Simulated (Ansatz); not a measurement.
**SF4 (sulfur tetrafluoride): RASSCF(6,7)/6-31G (max holes 1, max particles 2, ras orbitals (2, 2, 3))**

Aim: the vertical singlet–triplet gap of SF4 (sulfur tetrafluoride) at RASSCF(6,7)/6-31G (max holes 1, max particles 2, ras orbitals (2, 2, 3)), from 2 runs. 

The results are computed with Ansatz 0.2.0.

6 further runs of the same task are left out: 2 for a known fault of the program, 1 that didn't finish, 3 set aside as unsound or not needed.

## Step 1: The molecule

SF4 has 5 atoms, charge 0, and is taken as a singlet. SMILES: `FS(F)(F)F`. The shape is that of a PBE0-D4/def2-TZVP optimisation.

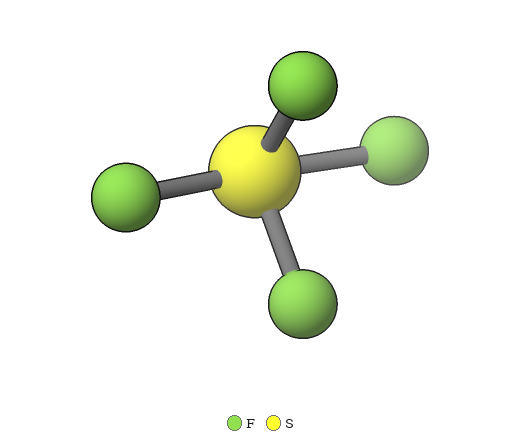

Viewed from a chosen angle; fluorine green, sulfur yellow.

## Step 2: The energy at RASSCF(6,7)/6-31G (max holes 1, max particles 2, ras orbitals (2, 2, 3))

File in.yaml:

```yaml
crystal:
  periodic: [false, false, false]
  atoms:
    - {symbol: F, position_ang: [-0.561200, -0.228000, 1.172800]}
    - {symbol: S, position_ang: [0.064000, -0.357400, -0.243000]}
    - {symbol: F, position_ang: [1.536700, -0.462000, 0.491400]}
    - {symbol: F, position_ang: [-1.440100, -0.077300, -0.858200]}
    - {symbol: F, position_ang: [0.400600, 1.124600, -0.563100]}
basis:
  gaussian:
    orbitals: 6-31G
hamiltonian:
  pseudopotentials:
    relativity: none
correlation:
  active_space:
    ras: {orbitals: [2, 2, 3], electrons: 6, max_holes: 1, max_particles: 2}
  frozen_orbitals: {F: 1, S: 5}
accuracy: high
```

Started as:

```
$ ansatz run in.yaml --threads 1 --pin off --max-ram 2610MiB --events-out events.jsonl --progress --plain --runs-dir runs
```

The program printed:

```text
Warning: RAYON_NUM_THREADS=1 ignored (pool sized by the plan → 1); use --threads N
Functional definition: HF
  name "HF"
  exchange = exact_x
  correlation = 0
1051 factors; integrals over basis functions are off by at most 3.1e-9 eV
mean field evaluation 1: about -21624.1966 eV, gradient 4.5e1 eV
mean field evaluation 2: about -21624.6800 eV, gradient 4.6e1 eV
mean field evaluation 4: about -21629.5941 eV, gradient 2.9e0 eV
mean field evaluation 8: about -21629.6593 eV, gradient 4.7e-1 eV
mean field evaluation 16: about -21629.6602 eV, gradient 5.0e-7 eV
mean field -21629.66016501 eV, -794.8753499540 hartree, gradient 3.0e-8 eV, S^2 0.000000; 0 other end points of the search recorded, 0 dependent functions left out
reference -21629.66016501 eV, -794.8753499540 hartree; 26, 26 occupied and 23, 23 virtual orbitals, 1051 factors
state -21631.95976873 eV, -794.9598588317 hartree
Total energy: -21631.95976873 eV, -794.9598588317 hartree
```

It took 38 s on 1 thread of Arm Neoverse V2, shared host; peak memory 0.18 GiB.

## Step 3: The triplet, same level

in.yaml: that of step 2 with these lines changed.

```diff
@@ -11,2 +11,5 @@
     orbitals: 6-31G
+magnetization:
+  spin_polarized: false
+  initial_magnetization: 2
 hamiltonian:
```

Started as:

```
$ ansatz run in.yaml --threads 1 --pin off --max-ram 2610MiB --events-out events.jsonl --progress --plain --runs-dir runs
```

The program printed:

```text
Warning: RAYON_NUM_THREADS=1 ignored (pool sized by the plan → 1); use --threads N
[... 4 set-up lines as earlier in the session ...]
1051 factors; integrals over basis functions are off by at most 3.1e-9 eV
mean field evaluation 1: about -21619.4042 eV, gradient 4.0e1 eV
mean field evaluation 2: about -21619.4298 eV, gradient 4.0e1 eV
mean field evaluation 4: about -21624.3060 eV, gradient 3.2e0 eV
mean field evaluation 8: about -21624.3547 eV, gradient 1.7e-1 eV
mean field evaluation 16: about -21624.3549 eV, gradient 2.1e-8 eV
mean field -21624.35491742 eV, -794.6803857011 hartree, gradient 2.1e-8 eV, S^2 2.000000; 0 other end points of the search recorded, 0 dependent functions left out
reference -21624.35491742 eV, -794.6803857011 hartree; 27, 25 occupied and 22, 24 virtual orbitals, 1051 factors
state -21625.56222496 eV, -794.7247534349 hartree
Total energy: -21625.56222496 eV, -794.7247534349 hartree
```

Run time: 55 s. Hardware: 1 thread of Arm Neoverse V2, shared host; peak memory 0.18 GiB.

## Step 4: Outcome

Level: RASSCF(6,7)/6-31G (max holes 1, max particles 2, ras orbitals (2, 2, 3)).

| quantity | value |
| --- | --- |
| singlet: total energy | -794.95986 Eh |
| triplet: total energy | -794.72475 Eh |
| vertical energy of the triplet above the singlet | 6.398 eV |

What this shows: At this shape the triplet lies 6.40 eV (617 kJ/mol) above the singlet.
